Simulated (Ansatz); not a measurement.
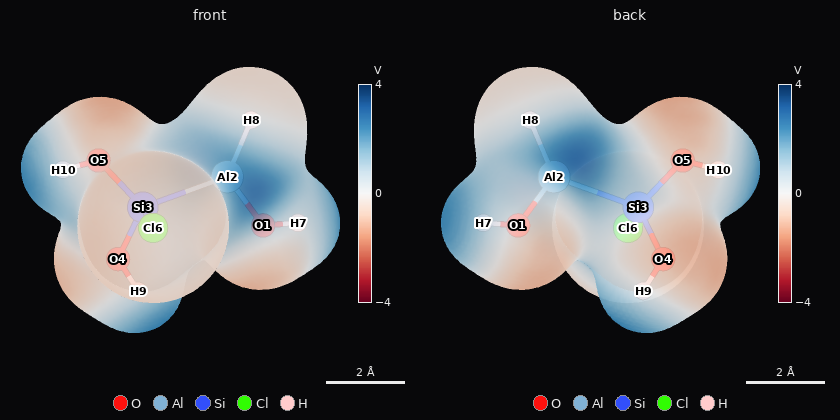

*AlClH4O3Si. The electrostatic potential painted on the density surface at 0.002 e/bohr³, seen from the front and from behind; red is negative and blue positive.*

Theory: Ansatz 0.2.0, RKS B3LYP/def2-SVP.

```json
{"atom": "O", "x (Å)": "-0.6795", "y (Å)": "-2.4406", "z (Å)": "-0.2680"}
{"atom": "Al", "x (Å)": "0.5420", "y (Å)": "-1.4332", "z (Å)": "0.3815"}
{"atom": "Si", "x (Å)": "0.0481", "y (Å)": "0.9312", "z (Å)": "0.0733"}
{"atom": "O", "x (Å)": "-0.9305", "y (Å)": "1.3215", "z (Å)": "-1.2173"}
{"atom": "O", "x (Å)": "1.4466", "y (Å)": "1.7970", "z (Å)": "-0.1258"}
{"atom": "Cl", "x (Å)": "-0.9454", "y (Å)": "1.5673", "z (Å)": "1.8332"}
{"atom": "H", "x (Å)": "-0.7187", "y (Å)": "-3.4014", "z (Å)": "-0.2323"}
{"atom": "H", "x (Å)": "1.7790", "y (Å)": "-2.0676", "z (Å)": "1.1434"}
{"atom": "H", "x (Å)": "-1.8178", "y (Å)": "0.9420", "z (Å)": "-1.2313"}
{"atom": "H", "x (Å)": "1.3592", "y (Å)": "2.7326", "z (Å)": "-0.3537"}
```

Describe the electrostatic potential map.

Answer. The most negative region (about −1.3 V) lies over O4 and O5, the most positive (about +3.0 V) over Al2.
